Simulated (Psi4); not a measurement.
# M06-2X/6-31G(d) (spherical functions) run of Si5H10 (SMILES [SiH2]1[SiH2][SiH2][SiH2][SiH2]1)

Aim: the vertical ionisation energy of Si5H10 at M06-2X/6-31G* (spherical functions), from 2 runs. 

Program for the calculation: Psi4 1.11.

4 further runs of the same task are left out: 2 that didn't finish, 2 set aside as unsound or not needed.

## Step 1: The structure to begin with

The species is Si5H10 (15 atoms), meant as a singlet with charge 0. As SMILES, `[SiH2]1[SiH2][SiH2][SiH2][SiH2]1`. Geometry: relaxed at PBE0-D4/def2-TZVP. This is one conformer, not always the lowest.

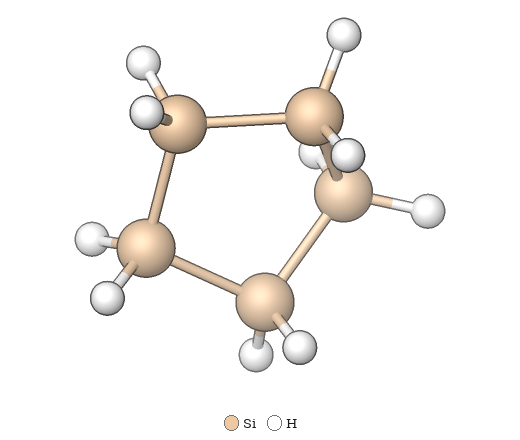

The structure, seen from a chosen angle (silicon light orange, hydrogen white).

## Step 2: The energy at M06-2X/6-31G(d) (spherical functions)

Contents of input.in:

```
memory 1.6 GB

molecule mol {
  0 1
  Si    -1.084060     1.459050     0.707660
  Si    -0.059090    -0.250640     1.935200
  Si     1.685310    -0.847370     0.493250
  Si     0.606660    -0.977730    -1.585910
  Si    -1.132210     0.611030    -1.483210
  H     -0.194180     2.654660     0.740620
  H     -2.428560     1.852980     1.210560
  H      0.385250     0.161940     3.294480
  H     -1.000910    -1.399120     2.063570
  H      2.395090    -2.100510     0.869400
  H      2.671440     0.270290     0.461680
  H      0.014450    -2.335600    -1.746080
  H      1.530020    -0.729740    -2.727130
  H     -0.952370     1.690690    -2.492650
  H     -2.436840    -0.059940    -1.741430
  symmetry c1
}

set basis 6-31G*
set puream true
set e_convergence 1e-09
set d_convergence 1e-08
set scf_type pk
set dft_radial_points 99
set dft_spherical_points 590

result, w = energy("m06-2x", return_wfn=True)
oeprop(w, "MAYER_INDICES", "MULLIKEN_CHARGES", "DIPOLE", title="M06-2X")
print_variables()
```

Started as:

```sh
$ psi4 -n 1 input.in input.out
```

input.out, cut to the lines that bear on the results:

```text
[...]
  Running in c1 symmetry.
[...]
  Nuclear repulsion =  495.901337890812158
[...]
  Multiplicity = 1
[...]
  Nalpha       = 40
  Nbeta        = 40
[...]
    Number of basis functions: 110
[...]
   @RKS iter   1: -1453.16825213917127   -4.51467e-01   2.41293e-03 DIIS/ADIIS
[...]
   @RKS iter   9: -1453.23715464786369   -2.52385e-11   5.11917e-09 DIIS
[...]
    Orbital Energies [Eh]
    ---------------------
    Doubly Occupied:
       1A    -66.991054     2A    -66.990820     3A    -66.990800
       4A    -66.990779     5A    -66.990722     6A     -5.545311
       7A     -5.545115     8A     -5.545091     9A     -5.545037
      10A     -5.545002    11A     -3.852447    12A     -3.852383
      13A     -3.852287    14A     -3.852238    15A     -3.852223
      16A     -3.852189    17A     -3.851978    18A     -3.851964
      19A     -3.851939    20A     -3.851907    21A     -3.851858
      22A     -3.851823    23A     -3.851804    24A     -3.851746
      25A     -3.851706    26A     -0.675740    27A     -0.615566
      28A     -0.615507    29A     -0.543247    30A     -0.539833
      31A     -0.436934    32A     -0.426198    33A     -0.415010
      34A     -0.414160    35A     -0.389193    36A     -0.382615
[...]
  @RKS Final Energy: -1453.23715464786369
   => Energetics <=
    Nuclear Repulsion Energy =            495.9013378908121581
    One-Electron Energy =               -3002.1677127507746263
    Two-Electron Energy =                1104.3722076904873575
    DFT Exchange-Correlation Energy =     -51.3429874783884799
    Empirical Dispersion Energy =           0.0000000000000000
    VV10 Nonlocal Energy =                  0.0000000000000000
    Total Energy =                      -1453.2371546478636901
[...]
 Multipole Moments:
 ------------------------------------------------------------------------------------
     Multipole            Electronic (a.u.)      Nuclear  (a.u.)        Total (a.u.)
 ------------------------------------------------------------------------------------
 L = 1.  Multiply by 2.5417464519 to convert [e a0] to [Debye]
 Dipole X            :          0.0513854           -0.0435382            0.0078472
 Dipole Y            :         -0.0169168            0.0148273           -0.0020895
 Dipole Z            :          0.2052459           -0.1755856            0.0296603
 Magnitude           :                                                    0.0307518
[...]
  Mulliken Charges: (a.u.)
   Center  Symbol    Alpha    Beta     Spin     Total
       1    SI     6.96651  6.96651  0.00000  0.06697
       2    SI     6.97221  6.97221  0.00000  0.05558
       3    SI     6.96779  6.96779  0.00000  0.06442
       4    SI     6.96725  6.96725  0.00000  0.06550
       5    SI     6.96763  6.96763  0.00000  0.06475
       6     H     0.51656  0.51656  0.00000 -0.03312
       7     H     0.51551  0.51551  0.00000 -0.03103
       8     H     0.51526  0.51526  0.00000 -0.03053
       9     H     0.51634  0.51634  0.00000 -0.03268
      10     H     0.51536  0.51536  0.00000 -0.03073
      11     H     0.51671  0.51671  0.00000 -0.03342
[...]
```

Run time: 59 s. Hardware: 1 thread of Intel Xeon Platinum 8488C (Sapphire Rapids), shared host; peak memory 0.59 GiB.

## Step 3: The doublet cation

Contents of h10si5.xyz:

```xyz
15
H10Si5
Si    -1.084060     1.459050     0.707660
Si    -0.059090    -0.250640     1.935200
Si     1.685310    -0.847370     0.493250
Si     0.606660    -0.977730    -1.585910
Si    -1.132210     0.611030    -1.483210
H     -0.194180     2.654660     0.740620
H     -2.428560     1.852980     1.210560
H      0.385250     0.161940     3.294480
H     -1.000910    -1.399120     2.063570
H      2.395090    -2.100510     0.869400
H      2.671440     0.270290     0.461680
H      0.014450    -2.335600    -1.746080
H      1.530020    -0.729740    -2.727130
H     -0.952370     1.690690    -2.492650
H     -2.436840    -0.059940    -1.741430
```

Contents of run.py:

```python
import psi4

psi4.set_memory('1600 MB')
psi4.set_num_threads(1)
psi4.set_output_file('run.log', False)

with open('h10si5.xyz') as f:
    atoms = ''.join(f.readlines()[2:])
mol = psi4.geometry('1 2\n' + atoms + 'symmetry c1\nno_reorient\nno_com')

psi4.set_options({
    'reference': 'uks',
    'puream': True,
    'e_convergence': 1e-09,
    'd_convergence': 1e-08,
    'scf_type': 'pk',
    'dft_radial_points': 99,
    'dft_spherical_points': 590,
    'maxiter': 100,
})

energy_value, wavefunction = psi4.energy('m06-2x/6-31G*', return_wfn=True)
psi4.oeprop(wavefunction, 'MULLIKEN_CHARGES', 'QUADRUPOLE', 'DIPOLE', title='M06-2X')
print(f'm06-2x/6-31G* energy: {energy_value:.10f} Eh')
```

Started as:

```sh
$ python run.py
```

run.log, cut to the lines that bear on the results:

```text
[...]
  Running in c1 symmetry.
[...]
  Nuclear repulsion =  495.901337890812158
[...]
  Multiplicity = 2
[...]
  Nalpha       = 40
  Nbeta        = 39
[...]
    Number of basis functions: 110
[...]
   @UKS iter   1: -1452.86608809692370   -1.49302e-01   1.44030e-03 DIIS/ADIIS
[...]
   @UKS iter  21: -1452.89336550422468   -1.06866e-11   8.22387e-09 DIIS
[...]
   @S^2 Observed:                7.561576474E-01
[...]
  @UKS Final Energy: -1452.89336550422468
   => Energetics <=
    Nuclear Repulsion Energy =            495.9013378908121581
    One-Electron Energy =               -2987.6900777898308661
    Two-Electron Energy =                1090.0949737449052463
    DFT Exchange-Correlation Energy =     -51.1995993501112494
    Empirical Dispersion Energy =           0.0000000000000000
    VV10 Nonlocal Energy =                  0.0000000000000000
    Total Energy =                      -1452.8933655042246755
[...]
 Multipole Moments:
 ------------------------------------------------------------------------------------
     Multipole            Electronic (a.u.)      Nuclear  (a.u.)        Total (a.u.)
 ------------------------------------------------------------------------------------
 L = 1.  Multiply by 2.5417464519 to convert [e a0] to [Debye]
 Dipole X            :         -0.2387566            0.4080486            0.1692920
 Dipole Y            :          0.1012649           -0.1390649           -0.0378001
 Dipole Z            :         -1.0523721            1.6457247            0.5933526
 Magnitude           :                                                    0.6181876
 L = 2.  Multiply by 1.3450342976 to convert [e a0^2] to [Debye ang]
 Quadrupole XX       :       -431.2353746          387.4949247          -43.7404499
 Quadrupole XY       :        246.7973826         -251.3852554           -4.5878729
[...]
```

Standard output:

```text
m06-2x/6-31G* energy: -1452.8933655042 Eh
```

Wall time 2.9 min (1 thread of Intel Xeon Platinum 8488C (Sapphire Rapids), shared host); peak memory 0.6 GiB.

## Step 4: Summary of results

At M06-2X/6-31G* (spherical functions):

| quantity | value |
| --- | --- |
| singlet Si5H10: total energy | -1453.23715 Eh |
| singlet Si5H10: dipole moment | 0.08 D |
| singlet Si5H10: HOMO energy | -8.49 eV |
| singlet Si5H10: LUMO energy | 0.09 eV |
| singlet Si5H10: HOMO–LUMO gap | 8.58 eV |
| doublet cation: total energy | -1452.89337 Eh |
| doublet cation: HOMO energy (highest over α and β) | -13.01 eV |
| doublet cation: LUMO energy (lowest over α and β) | -10.21 eV |
| doublet cation: ⟨S²⟩ | 0.756 |
| vertical ionisation energy (to the doublet cation) | 9.355 eV |

**Reading.** The vertical ionisation energy comes to 9.35 eV (216 kcal/mol). −ε(HOMO) before ionisation, 8.49 eV, is 0.87 eV below this ionisation energy. Mulliken charges (singlet Si5H10) run from -0.03 on H11 to +0.07 on Si1; they depend strongly on the basis. Mulliken charges (doublet cation) run from +0.02 on H6 to +0.16 on Si2.
